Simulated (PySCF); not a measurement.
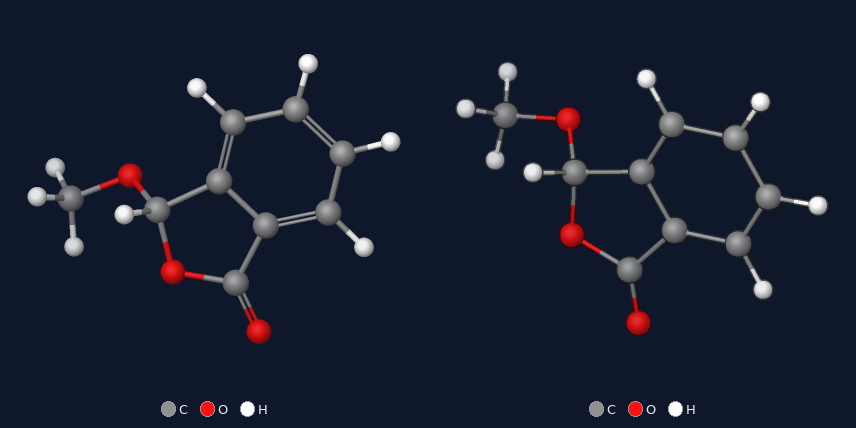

The same structure drawn twice, from different directions.

The computed structure is the end point of a GFN2-xTB optimisation. No frequency run is at hand to confirm it as a minimum.

**Give the formula.**

C₉H₈O₃, 20 atoms: 9 carbon, 8 hydrogen and 3 oxygen.

**Name functional groups in it.**

Among them: ether, ester.

**Count the bonded pairs by element.**

8 C–C, 8 C–H, 5 C–O.

**Give the symmetry (Schoenflies symbol).**

C1.

**Write the SMILES.**

CO[C@H]1OC(=O)c2ccccc21

More results for the same structure follow; atom numbers are the same in all pictures, views and colours differ.

Shape

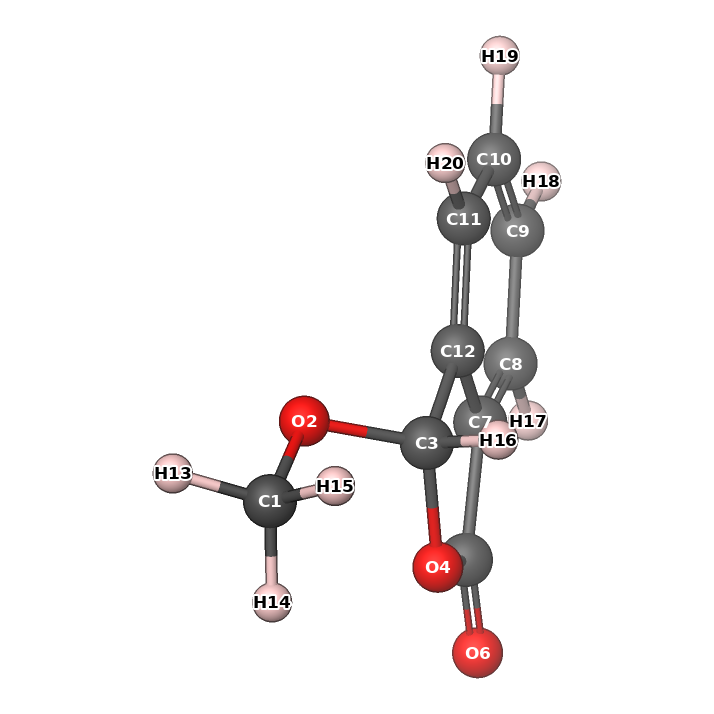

C5 lies behind O4. The molecule seen a little off the O4–C5 bond, O4 in front. Depth is shown by fading: the farther an atom, the more it takes the colour of the background. No frequency run is at hand to confirm it as a minimum.

**What is the torsion angle C3–O4–C5–O6? The sign is positive where the front bond must turn clockwise to cover the back bond.**

−179°, antiperiplanar (anti).

Quadrupole coupling

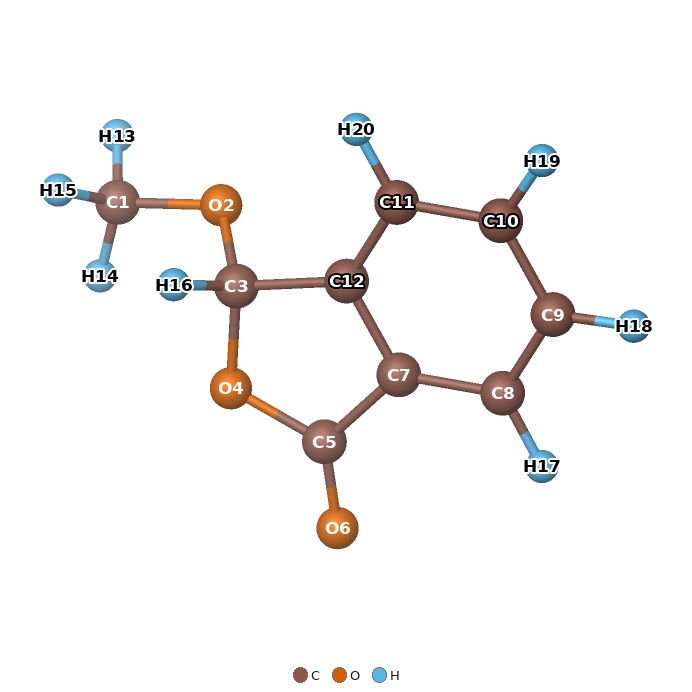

No frequency run is at hand to confirm it as a minimum. Electric field gradients from the ground-state density, PBE0/pcSseg-1 (PySCF 2.14.0), non-relativistic apart from any core potentials.

Give the largest field-gradient component, the quadrupole coupling constant and the asymmetry for 17O at O2 (Q = −25.6 mb), 17O at O4 (Q = −25.6 mb), 17O at O6 (Q = −25.6 mb).

```json
{"atom": "O2", "V_zz (a.u.)": "1.978", "e²qQ/h (MHz)": "−11.90", "η": "0.93"}
{"atom": "O4", "V_zz (a.u.)": "1.629", "e²qQ/h (MHz)": "−9.80", "η": "0.52"}
{"atom": "O6", "V_zz (a.u.)": "−1.604", "e²qQ/h (MHz)": "9.65", "η": "0.19"}
```

NMR shielding

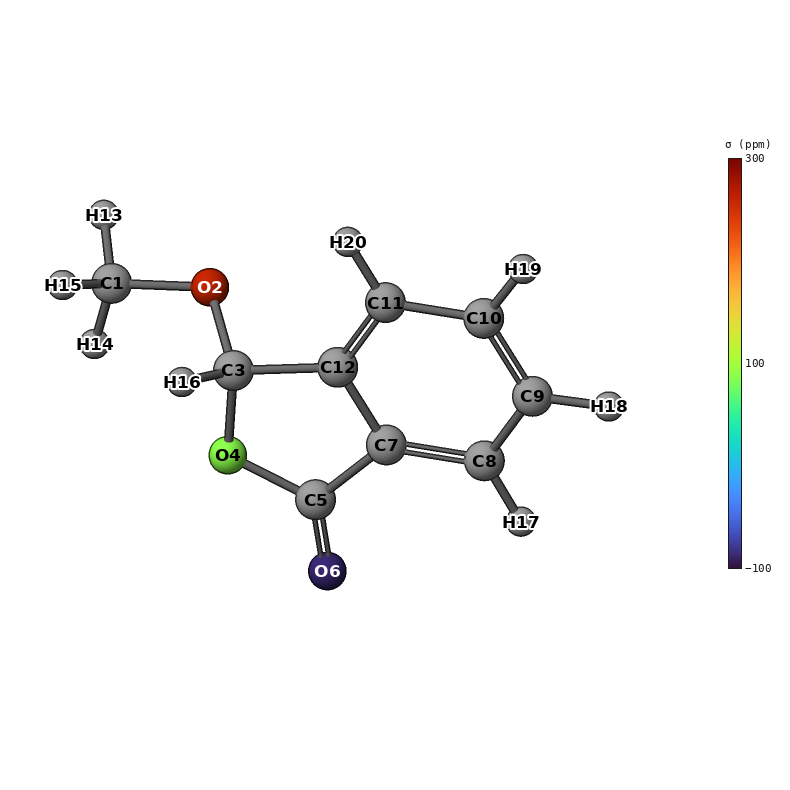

Atoms are coloured by their isotropic NMR shieldings (O only, the others grey). No frequency run is at hand to confirm it as a minimum. Method: GIAO PBE0/pcSseg-1 NMR shielding, non-relativistic, gas phase (PySCF 2.14.0).

Give the isotropic NMR shieldings of the O atoms atom by atom.

```tsv
atom	σ (ppm)
O2	258.5
O4	88.5
O6	−86.4
```

Charges

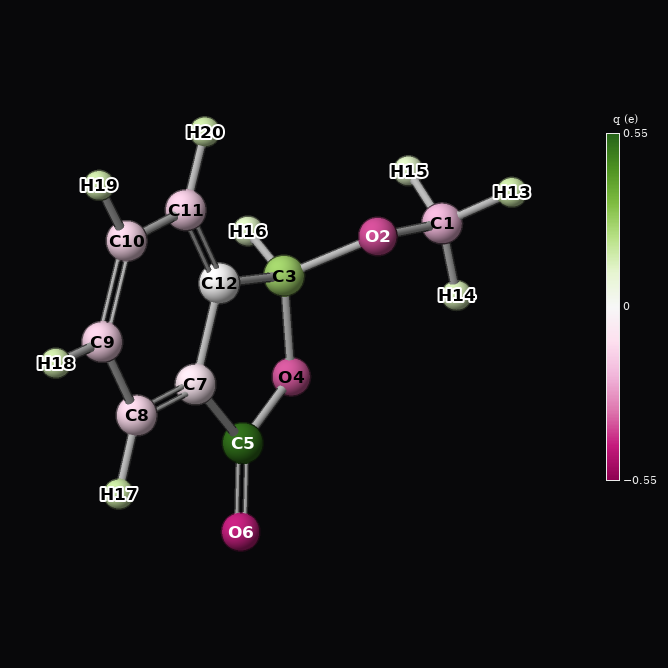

Atoms are coloured by their IAO charges. No frequency run is at hand to confirm it as a minimum. Method: PBE0/pcSseg-1, gas phase (PySCF 2.14.0).

**Which atom carries the highest charge (most positive or least negative)?**

C5 (0.52 e).

**And the lowest?**

O6 (−0.43 e).

List the IAO charges.

```tsv
atom	value (e)
C1	−0.21
O2	−0.38
C3	0.26
O4	−0.36
C5	0.52
O6	−0.43
C7	−0.08
C8	−0.13
C9	−0.15
C10	−0.13
C11	−0.15
C12	0.00
H13	0.17
H14	0.15
H15	0.13
H16	0.13
H17	0.17
H18	0.16
H19	0.16
H20	0.16
```
